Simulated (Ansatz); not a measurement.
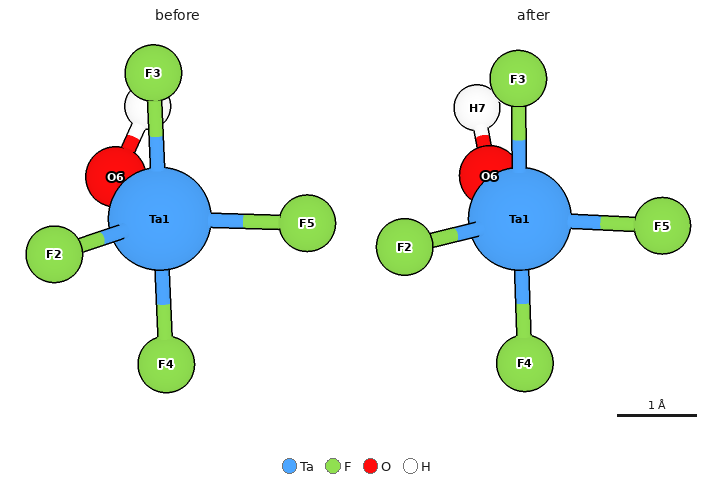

The structure of TaHOF4 before (left) and after (right) a relaxation, at one scale.

A ball-and-stick model, seen from a free direction.

The run prepares the start of a later molecular dynamics calculation, from a guessed geometry.

The calculation used Ansatz 0.2.0, RKS r2SCAN-D4/def2-SVP. Settings: no spin polarisation; force threshold 0.02 eV/Å; at most 40 steps.

What changed between the two?

The energy falls by 12.0 kcal/mol in 7 geometry steps. The largest force component goes from 2.7 to 0.016 eV/Å. The atom that moves furthest after the best rigid fit is H7 (0.35 Å). Largest moves by element: H 0.35 Å, O 0.25 Å, F 0.24 Å, Ta 0.05 Å. Among the contacts that change: Ta1–O6 2.020 → 1.875 Å, Ta1–F2 1.930 → 1.872 Å, O6–H7 1.010 → 0.966 Å, Ta1–F4 1.930 → 1.889 Å. Bond angles that change, for instance: Ta1–O6–H7 109.5° → 133.4°, F3–Ta1–F4 180.0° → 173.3°, F2–Ta1–F5 120.0° → 126.3°. Groups turn about Ta1–O6 by about 35°. The run took 33 s on 2 threads of AMD EPYC 7R32 (Zen 2), on a shared host, peak memory 0.19 GiB.
